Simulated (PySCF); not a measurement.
**Run report: C$_{5}$H$_{9}$OP, NMR shielding calculation**

C$_{5}$H$_{9}$OP, computed with GIAO PBE0/pcSseg-1 NMR shielding, non-relativistic, gas phase (PySCF 2.14.0).

The geometry comes from this level: GFN2-xTB. Figures and captions count atoms from 1; the log counts them from 0 in places.

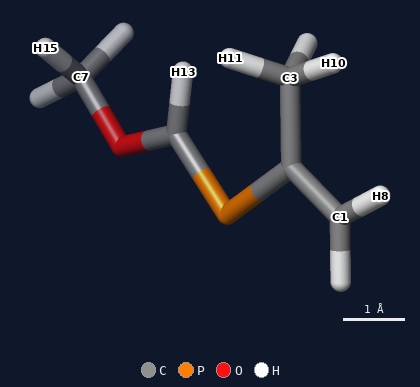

Figure 1. The structure (stick view, seen at a tilt; atoms are numbered from 1 in the order of the input). Bond lengths as drawn: C–C 1.33 to 1.50 Å, C–H 1.08 to 1.10 Å, C–O 1.36 to 1.41 Å and C–P 1.68 to 1.83 Å.

### Results in brief

```tsv
quantity	value
outcome	converged
total energy	−611.960433 hartree
HOMO	−6.02 eV
LUMO	−1.22 eV
dipole moment	3.22 D
isotropic shielding, C	−27.1 to 161.6 ppm
isotropic shielding, P	146.3 ppm
isotropic shielding, O	193.8 ppm
isotropic shielding, H	22.6 to 29.6 ppm
hardware	1 CPU thread, shared host
wall time	32 s
peak memory	0.77 GiB
```

### Input
```
{"job": {"kind": "nmr", "xc": "PBE0", "basis": "pcSseg-1"}, "charge": 0, "multiplicity": 1}
C     -1.320196     0.404882    -2.894200
C     -0.806521     0.388935    -1.665875
C     -0.938069     1.567512    -0.751150
P      0.057104    -1.148085    -1.178364
C      0.551556    -0.790503     0.391356
O      1.243114    -1.727962     1.086150
C      1.628435    -1.371574     2.390174
H     -1.850959     1.258492    -3.285364
H     -1.225385    -0.443640    -3.550473
H     -1.488050     2.362526    -1.250529
H      0.042592     1.951236    -0.470768
H     -1.476784     1.295641     0.156272
H      0.365071     0.141906     0.912937
H      2.166012    -2.225259     2.798580
H      2.287864    -0.496592     2.384983
H      0.756618    -1.158573     3.018675
```

The first line tells a small driver script what to run in PySCF; the rest is the geometry in Å.

Run as:
```bash
OMP_NUM_THREADS=1 python <driver script> task.json out
```

### The program's output
```
coarse grid: 13720 points
cycle   1  E = -611.8468182303  dE =  8.044e-01  |g| = 5.226e-01  |ddm| = 3.616e+00
cycle   2  E = -611.8044978052  dE =  4.232e-02  |g| = 7.140e-01  |ddm| = 9.200e-01
cycle   3  E = -611.9035045404  dE = -9.901e-02  |g| = 1.084e-01  |ddm| = 5.252e-01
cycle   4  E = -611.9057252705  dE = -2.221e-03  |g| = 3.161e-02  |ddm| = 1.059e-01
cycle   5  E = -611.9059227235  dE = -1.975e-04  |g| = 1.475e-02  |ddm| = 4.104e-02
cycle   6  E = -611.9059757282  dE = -5.300e-05  |g| = 5.330e-03  |ddm| = 1.897e-02
cycle   7  E = -611.9059827479  dE = -7.020e-06  |g| = 2.046e-03  |ddm| = 7.129e-03
final grid: 127528 points
cycle   8  E = -611.9603928441  dE = -2.741e-05  |g| = 1.314e-02  |ddm| = 2.936e-02
cycle   9  E = -611.9603406122  dE =  5.223e-05  |g| = 1.972e-02  |ddm| = 2.674e-02
cycle  10  E = -611.9604300934  dE = -8.948e-05  |g| = 2.883e-03  |ddm| = 1.893e-02
cycle  11  E = -611.9604324237  dE = -2.330e-06  |g| = 5.944e-04  |ddm| = 3.370e-03
cycle  12  E = -611.9604325022  dE = -7.848e-08  |g| = 2.024e-04  |ddm| = 6.837e-04
cycle  13  E = -611.9604325103  dE = -8.115e-09  |g| = 6.032e-05  |ddm| = 2.315e-04
cycle  14  E = -611.9604325113  dE = -9.720e-10  |g| = 1.921e-05  |ddm| = 9.193e-05
```

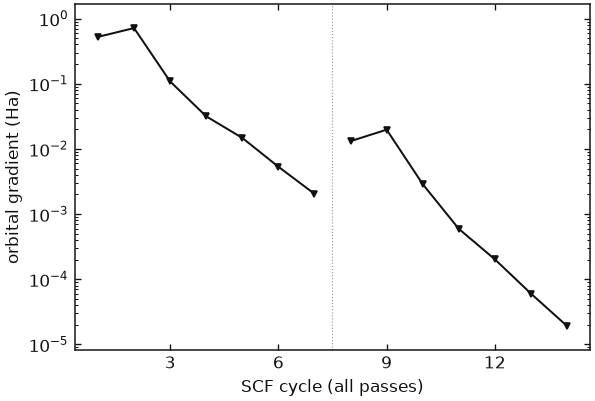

Figure 2. Convergence of the self-consistent field: orbital gradient against the SCF cycle. The dotted line marks the change from a coarse to the final integration grid. The first 7 cycles use a coarse grid, the final grid takes over at cycle 8, and the field converges after 14 cycles in all.

```
converged SCF energy = -611.9604325113

GIAO shielding tensors (ppm)
atom      isotropic    diamagn.    paramagn.     s11        s22        s33       span
  0 C       52.097     250.150    -198.052    -57.072     70.992    142.373    199.445
  1 C       30.290     264.624    -234.334    -80.261      4.221    166.911    247.172
  2 C      161.589     248.465     -86.876    150.038    152.190    182.539     32.500
  3 P      146.325     968.808    -822.483   -150.052    169.415    419.613    569.664
  4 C      -27.104     261.808    -288.912   -191.763     27.518     82.934    274.697
  5 O      193.826     395.133    -201.308     50.649    216.049    314.780    264.131
  6 C      125.236     244.699    -119.463     91.024    100.699    183.985     92.961
  7 H       25.667      29.946      -4.279     22.132     24.987     29.884      7.752
  8 H       25.899      30.706      -4.807     22.627     24.514     30.556      7.928
  9 H       29.529      30.790      -1.261     25.545     28.357     34.684      9.140
 10 H       29.565      31.789      -2.223     25.662     28.727     34.308      8.646
 11 H       29.568      31.882      -2.314     25.663     28.731     34.309      8.646
 12 H       22.631      37.054     -14.423     15.953     22.472     29.467     13.514
 13 H       27.638      26.947       0.691     23.874     25.912     33.129      9.255
 14 H       28.050      29.104      -1.054     25.118     25.912     33.119      8.001
 15 H       28.050      29.190      -1.140     25.119     25.911     33.119      8.000
```

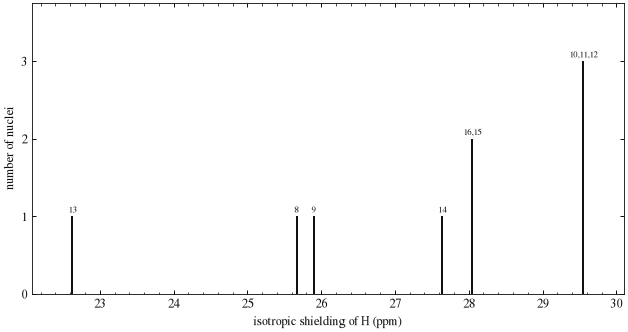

Figure 3. Isotropic shieldings of the hydrogen nuclei in this fixed geometry, labelled by atom number; shielding grows to the right, so chemical shift grows to the left. The least shielded is H13 (22.6 ppm), the most shielded H12 (29.6 ppm).

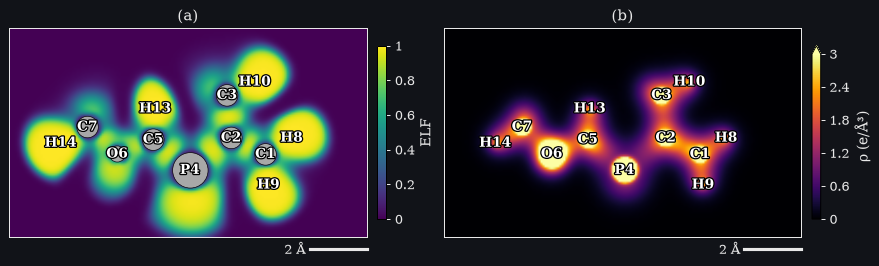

Figure 4. (a) ELF; (b) electron density on the plane of atoms C5, O6 and C7. Grey discs, where drawn, cover atomic cores. C–O (1.36 Å): ρ at the midpoint is about 2.3 e/Å³, with its minimum of 2 e/Å³ about 0.5 Å from C; the ELF peaks at about 0.90 between the atoms (a shared but strongly polarised pair). C–H (1.08 Å): ρ at the midpoint is about 2 e/Å³; the ELF climbs to about 1 towards the hydrogen, as it does in any bond to H; a covalent bond by its length.

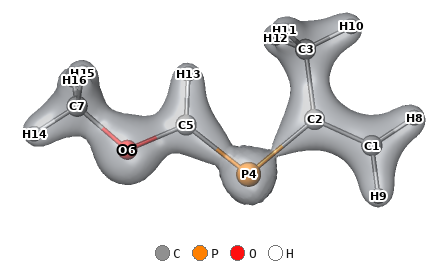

Figure 5. Isosurface of the electron density at 1 e/Å³ (grey), seen face on. At this value the surface is in one piece. On the grid the lowest density along these lines, outside the cores, is 2.3 e/Å³ (C–C, 1.33 Å), 2 e/Å³ (C–O, 1.36 Å), 1.2 e/Å³ (C–P, 1.68 Å) and 1.9 e/Å³ (C–H, 1.08 Å).
